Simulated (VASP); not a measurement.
## Hf4AlGe: the relaxed cell at several levels

Wanted: equilibrium cells of Hf4AlGe at many levels, with their cost. The levels: PBE, LDA, PBEsol, r2SCAN, PBE + D3(BJ), r2SCAN + D4, optB86b-vdW, RPBE + D3(BJ) and BLYP + D4. The cell is invented: it takes the structure of a Materials Project entry for Hf4AlSi (space group 97 there), with some of its atoms replaced by other elements, volume scaled by an estimate. It may not be a known or stable phase. LASPH is on for some levels and off for others; the table marks which.

Calculated with VASP 6.6.1; PBE; plane waves and PAW (Hf_pv, Ge_d, Al), in the first sound run; inputs show where later runs differ.

## (1) Starting point

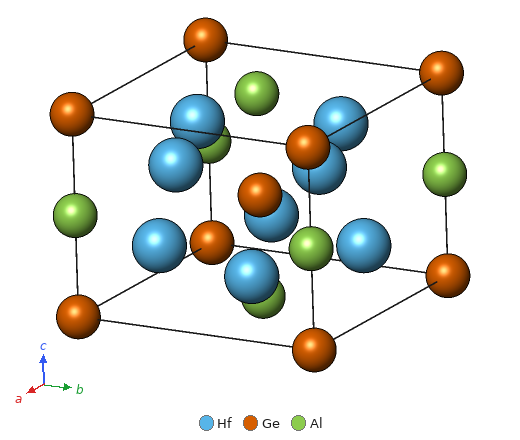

The starting structure, seen slightly off an axis (hafnium blue, germanium orange, aluminium green). This picture shows the conventional cell, with its axes. Some periodic images of atoms are drawn too.

As a file:

```xyz
6
Lattice="-3.3534 3.3534 2.6260 3.3534 -3.3534 2.6260 3.3534 3.3534 -2.6260" Properties=species:S:1:pos:R:3 pbc="T T T"
Hf    4.3871    1.0338    1.3130
Hf    2.3196   -1.0338    1.3130
Hf    1.0338    2.3196    1.3130
Hf   -1.0338    4.3871    1.3130
Ge    0.0000    0.0000    0.0000
Al    0.0000    0.0000    2.6260
```

## (2) Rough relaxation of the start cell

The start is only an estimate, so a cheap relaxation brings it near a minimum before any careful run. PBE, the usual starting point, adds the gradient of the density.

INCAR reads:

```
SYSTEM = Hf4AlGe
PREC = Normal
ENCUT = 410
EDIFF = 1E-05
NELM = 60
ISMEAR = -1
SIGMA = 0.05
LREAL = .FALSE.
ALGO = Fast
GGA = PE
NBANDS = 35
LORBIT = 11
LWAVE = .FALSE.
LCHARG = .FALSE.
KPAR = 2
IBRION = 2
NSW = 40
ISIF = 3
EDIFFG = -0.04
```

POSCAR reads:

```
Hf4AlGe
1.0
   -3.3533860000      3.3533860000      2.6260320000
    3.3533860000     -3.3533860000      2.6260320000
    3.3533860000      3.3533860000     -2.6260320000
Hf Ge Al
4 1 1
Direct
    0.4041354600      0.9041354600      0.8082709100
    0.0958645400      0.5958645400      0.1917290900
    0.5958645400      0.4041354600      0.5000000000
    0.9041354600      0.0958645400      0.5000000000
    0.0000000000      0.0000000000      0.0000000000
    0.5000000000      0.5000000000      0.0000000000
```

KPOINTS reads:

```
Automatic mesh
0
Gamma
4 4 4
0 0 0
```

PAW data sets: Hf_pv, Ge_d and Al (PBE family, release 64).

Started as:

```sh
> mpirun -np 2 vasp_std
```

What it wrote:

```text
[banner, memory and clock lines left out]
running    2 mpi-ranks, on    1 nodes
 distrk:  each k-point on    1 cores,    2 groups
 distr:  one band on    1 cores,    1 groups

 POSCAR found type information on POSCAR HfGeAl
 POSCAR found :  3 types and       6 ions
 LDA part: xc-table for (Slater+PW92), standard interpolation
 POSCAR, INCAR and KPOINTS ok, starting setup
 FFT: planning ... GRIDC
 FFT: planning ... GRID_SOFT
 FFT: planning ... GRID
 WAVECAR not read
 entering main loop
       N       E                     dE             d eps       ncg     rms          rms(c)
DAV:   1     0.372361690527E+03    0.37236E+03   -0.25690E+04  1050   0.211E+03
DAV:   2    -0.665297531562E+01   -0.37901E+03   -0.37028E+03   970   0.577E+02
DAV:   3    -0.514640545753E+02   -0.44811E+02   -0.43454E+02  1151   0.115E+02
DAV:   4    -0.533435736097E+02   -0.18795E+01   -0.18619E+01  1092   0.258E+01
DAV:   5    -0.534011347134E+02   -0.57561E-01   -0.57415E-01  1219   0.448E+00    0.925E+01
RMM:   6    -0.511720982093E+02    0.22290E+01   -0.37126E+00  1057   0.697E+00    0.596E+01
RMM:   7    -0.510346048467E+02    0.13749E+00   -0.77219E+00  1185   0.112E+01    0.506E+00
RMM:   8    -0.508110061998E+02    0.22360E+00   -0.97556E-01  1029   0.450E+00    0.137E+00
RMM:   9    -0.508131659805E+02   -0.21598E-02   -0.14290E-01  1095   0.179E+00    0.102E+00
RMM:  10    -0.508150411164E+02   -0.18751E-02   -0.29945E-02  1284   0.826E-01    0.292E-01
RMM:  11    -0.508157819735E+02   -0.74086E-03   -0.11750E-02  1177   0.407E-01    0.170E-01
RMM:  12    -0.508159207963E+02   -0.13882E-03   -0.52733E-03  1209   0.232E-01    0.214E-01
RMM:  13    -0.508161182831E+02   -0.19749E-03   -0.20509E-03  1058   0.117E-01    0.269E-01
RMM:  14    -0.508162259226E+02   -0.10764E-03   -0.93364E-04   988   0.796E-02    0.359E-01
RMM:  15    -0.508162689002E+02   -0.42978E-04   -0.41255E-04   921   0.457E-02    0.333E-01
RMM:  16    -0.508162358225E+02    0.33078E-04   -0.53209E-04  1193   0.960E-02    0.174E-01
RMM:  17    -0.508162572859E+02   -0.21463E-04   -0.13329E-04   936   0.447E-02    0.196E-01
RMM:  18    -0.508162810176E+02   -0.23732E-04   -0.62343E-05   893   0.302E-02    0.215E-01
RMM:  19    -0.508162721086E+02    0.89090E-05   -0.16101E-05   598   0.164E-02
   1 F= -.50816272E+02 E0= -.50796668E+02  d E =-.508163E+02
 curvature:   0.00 expect dE= 0.000E+00 dE for cont linesearch  0.000E+00
 trial: gam= 0.00000 g(F)=  0.951E-03 g(S)=  0.231E-01 ort = 0.000E+00 (trialstep = 0.100E+01)
 search vector abs. value=  0.241E-01
 bond charge predicted
       N       E                     dE             d eps       ncg     rms          rms(c)
DAV:   1    -0.509757283873E+02   -0.15945E+00   -0.37832E+00  1073   0.171E+01    0.639E+00
RMM:   2    -0.508534158900E+02    0.12231E+00   -0.23555E-01  1214   0.377E+00    0.236E+00
RMM:   3    -0.508131423454E+02    0.40274E-01   -0.14874E-01  1084   0.238E+00    0.488E-01
RMM:   4    -0.508129616605E+02    0.18068E-03   -0.30259E-02  1342   0.920E-01    0.419E-01
RMM:   5    -0.508128459831E+02    0.11568E-03   -0.59689E-03  1209   0.470E-01    0.324E-01
RMM:   6    -0.508129298695E+02   -0.83886E-04   -0.21009E-03  1208   0.210E-01    0.210E-01
RMM:   7    -0.508129839664E+02   -0.54097E-04   -0.15163E-03  1209   0.203E-01    0.207E-01
RMM:   8    -0.508130377339E+02   -0.53767E-04   -0.53393E-04  1045   0.847E-02    0.291E-01
RMM:   9    -0.508130645597E+02   -0.26826E-04   -0.24336E-04   939   0.525E-02    0.353E-01
RMM:  10    -0.508130779015E+02   -0.13342E-04   -0.12500E-04   866   0.323E-02    0.407E-01
RMM:  11    -0.508130708345E+02    0.70670E-05   -0.47197E-05   753   0.229E-02
   2 F= -.50813071E+02 E0= -.50794439E+02  d E =0.320127E-02
[...]
3 F= -.50821006E+02 E0= -.50801809E+02  d E =-.473436E-02
[...]
4 F= -.50820974E+02 E0= -.50801813E+02  d E =-.470150E-02
[...]
5 F= -.50820991E+02 E0= -.50801812E+02  d E =-.471897E-02
 curvature:  -0.01 expect dE=-0.630E-05 dE for cont linesearch -0.872E-07
 ZBRENT: accuracy reached
 trial: gam= 0.07020 g(F)=  0.529E-03 g(S)=  0.559E-03 ort =-0.602E-03 (trialstep = 0.891E+00)
 search vector abs. value=  0.112E-02
 bond charge predicted
       N       E                     dE             d eps       ncg     rms          rms(c)
DAV:   1    -0.508219600627E+02   -0.96918E-03   -0.13942E-01   946   0.220E+00    0.374E-01
RMM:   2    -0.508217929486E+02    0.16711E-03   -0.47103E-03  1206   0.440E-01    0.177E-01
RMM:   3    -0.508216333991E+02    0.15955E-03   -0.12172E-03  1224   0.212E-01    0.505E-02
RMM:   4    -0.508216601068E+02   -0.26708E-04   -0.35575E-04  1121   0.103E-01    0.583E-02
RMM:   5    -0.508216702620E+02   -0.10155E-04   -0.11972E-04   937   0.566E-02    0.503E-02
RMM:   6    -0.508216759295E+02   -0.56675E-05   -0.59537E-05   874   0.311E-02
   6 F= -.50821676E+02 E0= -.50802703E+02  d E =-.684853E-03
 trial-energy change:   -0.000685  1 .order   -0.000709   -0.000931   -0.000487
 step:   1.8671(harm=  1.8671)  dis= 0.00365  next Energy=   -50.821967 (dE=-0.976E-03)
 reached required accuracy - stopping structural energy minimisation
```

Elapsed: 54 s, on 2 MPI ranks of AMD EPYC 7R43, shared host; peak memory 0.28 GiB.

Lines that name or quote the potential files are left out of all logs, and their timing lines are given in words.

Parts of OUTCAR (step 2):

```text
ion  position               nearest neighbor table
   1  0.404  0.904  0.808-   5 2.86   6 2.86   5 2.86   6 2.86   2 2.92   2 3.19   2 3.19   4 3.34
                             3 3.34   3 3.34   4 3.34   3 3.59   4 3.59   3 3.59   4 3.59
   2  0.096  0.596  0.192-   5 2.86   6 2.86   5 2.86   6 2.86   1 2.92   1 3.19   1 3.19   4 3.34
                             3 3.34   3 3.34   4 3.34   4 3.59   3 3.59   3 3.59   4 3.59
   3  0.596  0.404  0.500-   5 2.86   6 2.86   6 2.86   5 2.86   4 2.92   4 3.19   4 3.19   2 3.34
                             1 3.34   1 3.34   2 3.34   2 3.59   1 3.59   2 3.59   1 3.59
   4  0.904  0.096  0.500-   6 2.86   5 2.86   5 2.86   6 2.86   3 2.92   3 3.19   3 3.19   2 3.34
                             1 3.34   1 3.34   2 3.34   1 3.59   2 3.59   1 3.59   2 3.59
   5  0.000  0.000  0.000-   6 2.63   6 2.63   3 2.86   4 2.86   3 2.86   4 2.86   1 2.86   2 2.86
                             1 2.86   2 2.86
   6  0.500  0.500  0.000-   5 2.63   5 2.63   4 2.86   3 2.86   4 2.86   3 2.86   2 2.86   1 2.86
                             1 2.86   2 2.86

  LATTYP: Found a body centered tetragonal cell.
 ALAT       =     6.7067720000
 C/A-ratio  =     0.7830986352

 Subroutine GETGRP returns: Found  8 space group operations
 (whereof  8 operations were pure point group operations)

The static configuration has the point symmetry D_4 .

 Found     13 irreducible k-points:

   k-points           NKPTS =     13   k-points in BZ     NKDIM =     13   number of bands    NBANDS=     35

   dimension x,y,z NGX =    28 NGY =   28 NGZ =   28
   dimension x,y,z NGXF=    56 NGYF=   56 NGZF=   56

   ENCUT  =  410.0 eV  30.13 Ry    5.49 a.u.   8.95  8.95  8.95*2*pi/ulx,y,z

   NELECT =      57.0000    total number of electrons

 k-points in reciprocal lattice and weights: Automatic mesh
   0.00000000  0.00000000  0.00000000       0.016
   0.25000000  0.00000000  0.00000000       0.125
   0.50000000  0.00000000  0.00000000       0.062
   0.25000000  0.25000000  0.00000000       0.125
   0.50000000  0.25000000  0.00000000       0.250
  -0.25000000  0.25000000  0.00000000       0.062
   0.50000000  0.50000000  0.00000000       0.031
   0.25000000  0.25000000  0.25000000       0.031
  -0.25000000  0.25000000  0.25000000       0.062
   0.50000000  0.50000000  0.25000000       0.062
  -0.25000000  0.50000000  0.25000000       0.125
  -0.25000000 -0.25000000  0.25000000       0.031
   0.50000000  0.50000000  0.50000000       0.016

 average (electrostatic) potential at core
       1 -36.6596       2 -36.6596       3 -36.6596       4 -36.6596       5 -73.0340
       6 -73.6825

 E-fermi :   5.2976

 k-point     1 :       0.0000    0.0000    0.0000
  band No.  band energies     occupation
    ...
     25       4.2428      2.00000
     26       4.4744      2.00000
     27       4.5261      2.00000
     28       4.5928      2.00000
     29       4.5928      2.00000
     30       7.1014      0.00000
     31       7.5397      0.00000
     32       7.6393      0.00000
     33       7.7607      0.00000
     34       7.7647      0.00000
    ...

 k-point     2 :       0.2500    0.0000    0.0000
  band No.  band energies     occupation
    ...
     25       3.8846      2.00000
     26       4.4253      2.00000
     27       4.5548      2.00000
     28       4.8232      1.99985
     29       5.2547      1.40418
     30       6.5635      0.00000
     31       6.8435      0.00000
     32       6.9844      0.00000
     33       8.0447      0.00000
     34       8.0477      0.00000
    ...

 k-point     3 :       0.5000    0.0000    0.0000
  band No.  band energies     occupation
    ...
     24       4.5200      2.00000
     25       4.7254      1.99998
     26       4.8689      1.99962
     27       4.8823      1.99951
     28       5.2313      1.58039
     29       5.4763      0.05457
     30       5.7173      0.00045
     31       5.7779      0.00013
     32       7.4401      0.00000
     33       7.5868      0.00000
    ...

  Total       -0.0422637     -0.0422637     -0.1981150      0.0000000      0.0000000     -0.0000000
  in kB       -0.5673804     -0.5673804     -2.6596451      0.0000000      0.0000000     -0.0000000
  external PRESSURE =      -1.2648019 kB  Pullay stress =       0.0000000 kB

  energy-cutoff  :      410.00
  volume of cell :      119.34
      direct lattice vectors                 reciprocal lattice vectors
    -3.368737837  3.368737837  2.629115863     0.000000000  0.148423541  0.190178001
     3.368737837 -3.368737837  2.629115863     0.148423541  0.000000000  0.190178001
     3.368737837  3.368737837 -2.629115863     0.148423541  0.148423541  0.000000000

 POSITION                                       TOTAL-FORCE (eV/Angst)
 -----------------------------------------------------------------------------------
      4.40438      1.03564      1.31456        -0.017408     -0.017408     -0.000000
      2.33310     -1.03564      1.31456         0.017408      0.017408      0.000000
      1.03564      2.33310      1.31456        -0.017408      0.017408     -0.000000
     -1.03564      4.40438      1.31456         0.017408     -0.017408     -0.000000
     -3.36874      3.36874      2.62912         0.000000     -0.000000     -0.000000
      0.00000      0.00000      2.62912         0.000000     -0.000000     -0.000000
 -----------------------------------------------------------------------------------
    total drift:                               -0.000002      0.000002      0.000000

  FREE ENERGIE OF THE ION-ELECTRON SYSTEM (eV)
  ---------------------------------------------------
  free  energy   TOTEN  =       -50.8216759295 eV

  energy  without entropy=      -50.7837290765  energy(sigma->0) =      -50.80270250

 reached required accuracy - stopping structural energy minimisation

 total charge
# of ion       s       p       d       tot
------------------------------------------
    1        0.338   6.413   1.513   8.264
    2        0.338   6.413   1.513   8.264
    3        0.338   6.413   1.513   8.264
    4        0.338   6.413   1.513   8.264
    5        1.101   1.413  10.032  12.546
    6        0.435   0.456   0.000   0.891
--------------------------------------------------
tot          2.887  27.520  16.086  46.493

[... 3 further parts left out ...]
```

This run has no spin polarisation. Its electron count is odd, so without a moment it is a metal by construction. The k-mesh is coarse for a metal. Harder data sets than Hf_pv exist (the GW ones), and pressures, volumes and forces can shift noticeably with them. This relaxation is a rough one on cheap settings, only to bring the start near its minimum. The run keeps the 8 symmetry operations of its start, so it cannot find a distortion of lower symmetry.

The steps of the relaxation:

```tsv
step	energy less that of the first step (eV)	largest force (eV/Å)	pressure (GPa)	volume (Å³)
1	0.0000	0.0702	1.31	118.12
2	0.0032	0.0297	-1.81	120.89
3	-0.0047	0.0544	0.02	119.35
4	-0.0047	0.0514	-0.33	119.42
5	-0.0047	0.0524	-0.10	119.37
6	-0.0054	0.0246	-0.13	119.34
```

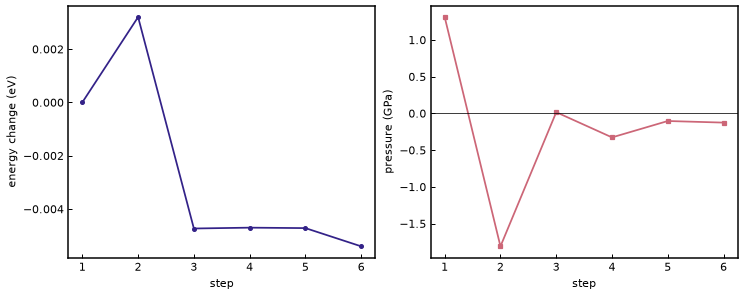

Energy and pressure along the relaxation.

```tsv
conventional cell, symmetrised	before	after	change
a (Å)	6.707	6.737	+0.5 %
b (Å)	6.707	6.737	+0.5 %
c (Å)	5.252	5.258	+0.1 %
volume (Å³/atom)	19.69	19.89	+1.0 %
```

Final coordinates:

```xyz
6
Lattice="-3.3687 3.3687 2.6291 3.3687 -3.3687 2.6291 3.3687 3.3687 -2.6291" Properties=species:S:1:pos:R:3 pbc="T T T"
Hf    4.4044    1.0356    1.3146
Hf    2.3331   -1.0356    1.3146
Hf    1.0356    2.3331    1.3146
Hf   -1.0356    4.4044    1.3146
Ge    0.0000    0.0000    0.0000
Al    0.0000    0.0000    2.6291
```

This step gave:

```
electrons                       : 57
bands                           : 35
irreducible k-points            : 13
symmetry operations             : 8
free energy (TOTEN)             : -50.8217 eV
energy at zero smearing         : -50.8027 eV
Fermi energy                    : 5.298 eV
pressure                        : -0.1265 GPa
metallic                        : yes
SCF cycles over all ionic steps : 53
```

It ends with a largest force of 0.025 eV/Å and a pressure of -0.13 GPa.

(Part 1 of 4 ends here.)

[Lines on the potential files, build, host, timing and source positions are cut from VASP's logs without a mark.]

[Logs are printed without paths, hosts, clocks, repeated set-up lines and the standing remarks that a program may print on its own settings, such as how far it seeks lower states.]

[Hosts, paths, dates, database ids (printed as entryN), source tags and the programs' standing remarks are cut or masked in the printed files.]

[A measured line is paired with the nearest computed mode of its activity, which favours agreement.]
